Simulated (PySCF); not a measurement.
# CBr₄, SMILES `BrC(Br)(Br)Br`: electronic structure

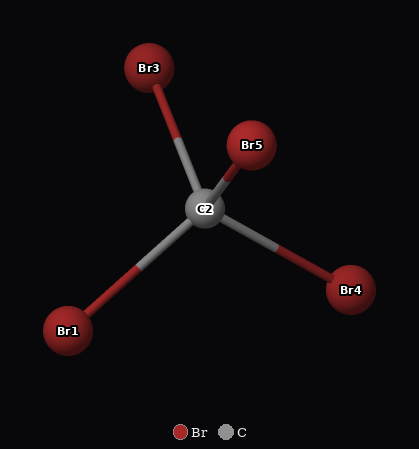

The molecule, with its atoms numbered as below. No frequency check shows the geometry to be a minimum.

Coordinates in Å:

```
Br1     -1.1206   -1.2355    0.9917
C2       0.0002   -0.0003   -0.0000
Br3     -1.1206    1.2355   -0.9917
Br4      1.1206   -0.9919   -1.2352
Br5      1.1206    0.9919    1.2352
```

Part 1: Bonding charge

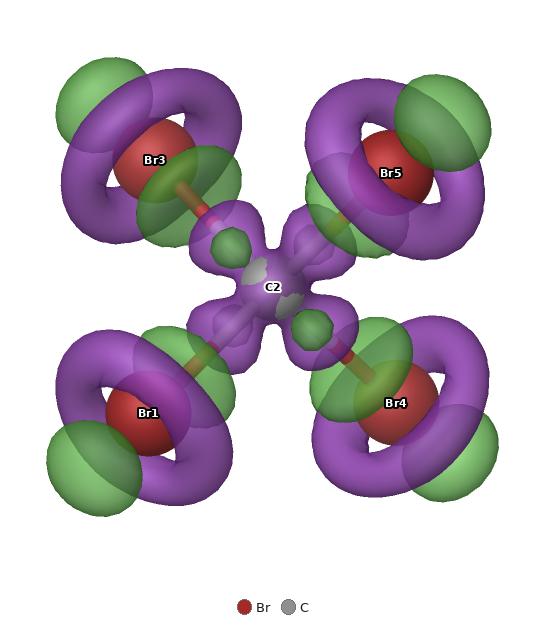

Deformation density (molecule less spherical, spin-averaged free atoms at the same positions), surfaces at ±0.08 e/Å³; purple: gain, green: loss.

Level of theory: B3LYP/def2-SVPD (PySCF), at a geometry from GFN2-xTB.

> Describe the bonding that the map shows.

C2–Br4, Br1–C2, C2–Br5 and C2–Br3: +0.15 e/Å³ at the bond critical point (bond length 1.94 Å). In all, 1.4 electrons gather in the regions of gain relative to the promolecule.

> Where do the Hirshfeld charges lie?

The highest Hirshfeld charge is on C2 (+0.04 e), the lowest on Br1, Br3, Br4 and Br5 (−0.01 e).

Part 2: Bond critical points

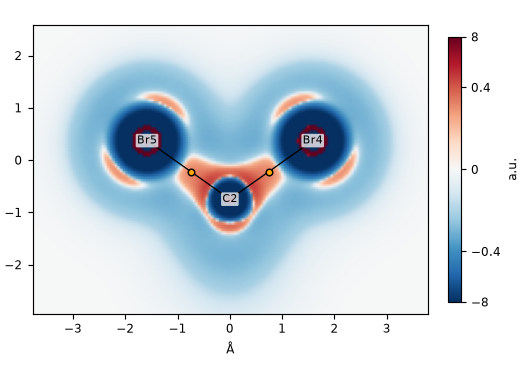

Negative Laplacian of the density (−∇²ρ) in the plane of C2, Br4 and Br5 (red positive, blue negative, colour scale in a.u., logarithmic beyond ±0.04), with bond paths and bond critical points (dots).

> Sort the bonds in the plane by the sign of ∇²ρ at their critical points.

Concentrated (∇²ρ < 0): C2–Br4 and C2–Br5 (−0.14 a.u.). At none is it depleted.

Part 3: Electrostatic potential

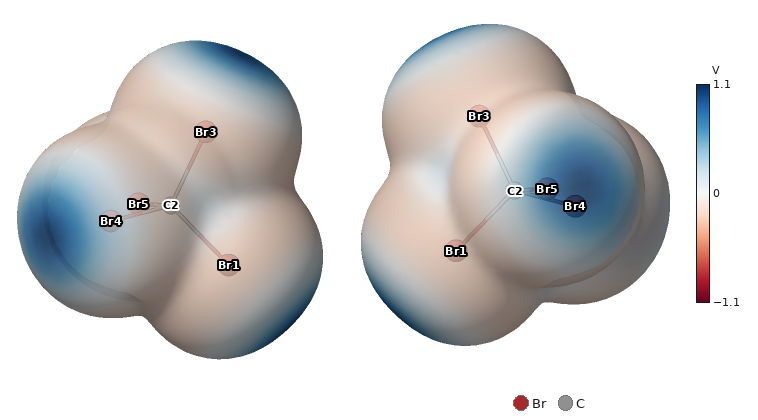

Electrostatic potential on the surface of electron density 0.001 a.u. (back view left, front view right).

> Where are the extremes of the potential on the surface?

Highest: 1.06 V, 2.0 Å from Br3, and at like points elsewhere. Further maxima include 0.16 V, off the C2–Br3 bond (2.3 to 2.4 Å from its atoms). Lowest: −0.21 V, 2.3 Å from Br5, and at like points elsewhere. The surface is sampled at points, so like sites can differ by a few per cent and only the strongest of them is named.

> Does Br3 carry a σ-hole?

Yes: a local maximum of +1.06 V lies on the extension of the C2–Br3 bond.

Part 4: In an electric field

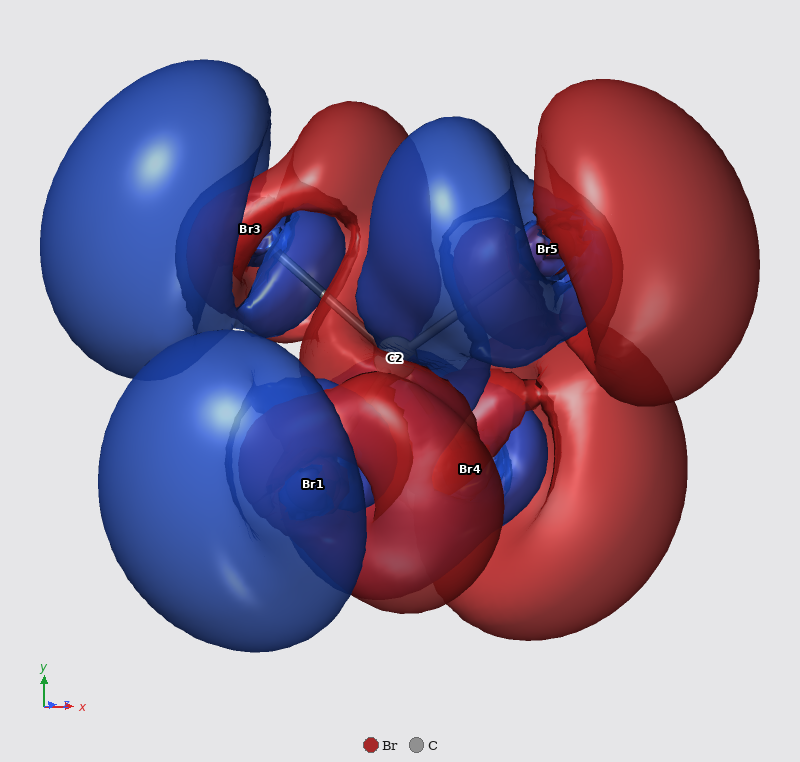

Change of the electron density in a uniform field of 0.21 V/Å, surfaces at ±0.0008 e/Å³ (red: gain, blue: loss).

PySCF calculation, B3LYP/def2-SVPD, gas phase; geometry: GFN2-xTB.

The field was applied in both directions; the picture shows the one opposite to the script's first.

> Along which Cartesian direction does the field point?

Along −x: electrons gather on the +x side, against the field.

> How large is the response?

The induced dipole is 1.02 D (along the field); α along this axis, from the fields in both directions, is 101 bohr³ (14.9 Å³).

The PySCF runs shown took 33 s and 89 s on 1 thread of Arm Neoverse V2 (shared host).
